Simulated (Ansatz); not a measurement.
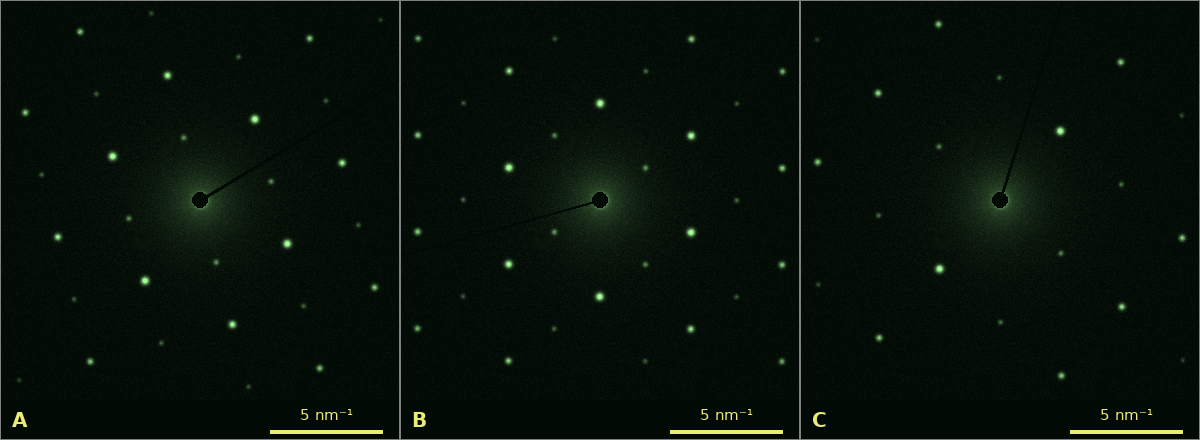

Kinematic electron diffraction patterns (120 kV, B = 0.5 Å², same scale, each along a low-index zone) of three structures of composition Ga3W, each relaxed at zero pressure with DFT PBE, scalar-relativistic, plane waves, PAW in Ansatz 0.2.0.

The structures (standard cells):
1. P6_3/mmc (No. 194), a = 5.485 Å, c = 4.851 Å (hexagonal axes), 8 atoms; generated start, possibly hypothetical
2. Pm-3m (No. 221), a = 3.982 Å, 4 atoms; generated start, possibly hypothetical
3. P4/mmm (No. 123), a = 4.278 Å, c = 3.454 Å, 4 atoms; generated start, possibly hypothetical

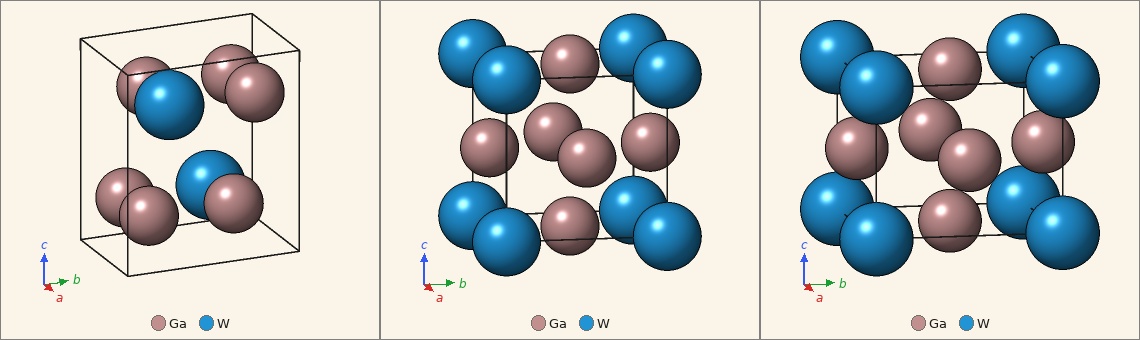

Drawings of the structures 1 to 3, from left to right (each may span several cells).

Question: Which pattern belongs to which structure, and along which zone?

Answer: A is structure 3 along [110] or an equivalent direction: rectangular net of 0 0 1 at d = 3.45 Å and 1 -1 0 at d = 3.03 Å, 90.0° apart. B is structure 2 along [110] or an equivalent direction: rectangular net of 0 0 1 at d = 3.98 Å and 1 -1 0 at d = 2.82 Å, 90.0° apart. C is structure 1 along [210] or an equivalent direction: rectangular net of 1 -2 0 at d = 2.74 Å and 0 0 2 at d = 2.43 Å, 90.0° apart (some points of this net are extinct or too weak to see).

Question: Rank the structures by their computed energy.

Answer: Structure 1 (P6_3/mmc, 15.80 Å³ an atom) is the lowest of these; structure 3 (P4/mmm, 15.81 Å³ an atom) lies about 48 meV an atom higher; structure 2 (Pm-3m, 15.79 Å³ an atom) lies about 89 meV an atom higher. These are static energies at 0 K; other structures, not shown, may lie lower still.
